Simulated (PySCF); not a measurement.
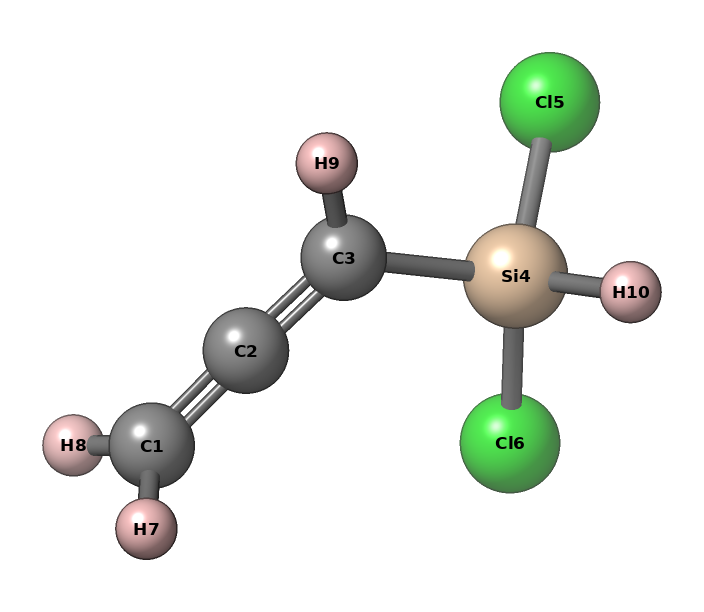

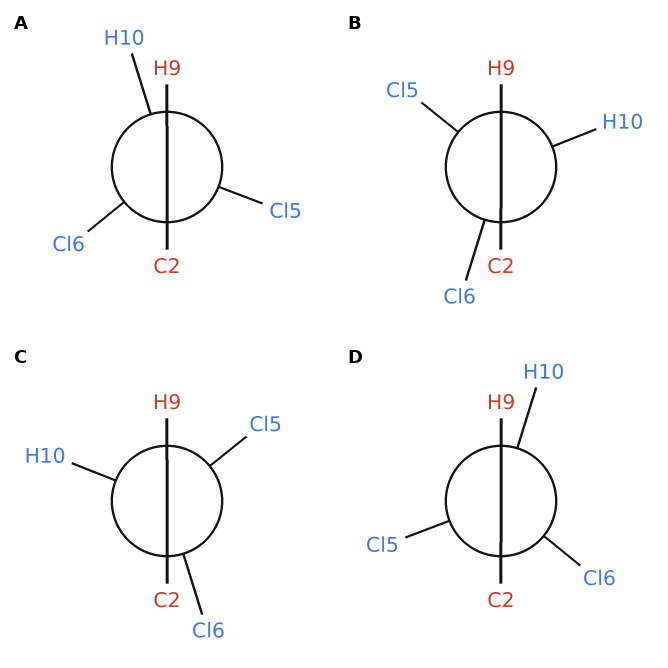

Depth is shown by fading: the farther an atom, the more it takes the colour of the background. Bonds that would overlap in a projection are set slightly apart. Computed geometry: GFN2-xTB optimisation. No frequency run is at hand to confirm it as a minimum.

Question: Which Newman projection shows the view along C3–Si4, with C3 in front?

Answer: B. The torsion angle C2–C3–Si4–Cl5 is 129°, anticlinal.
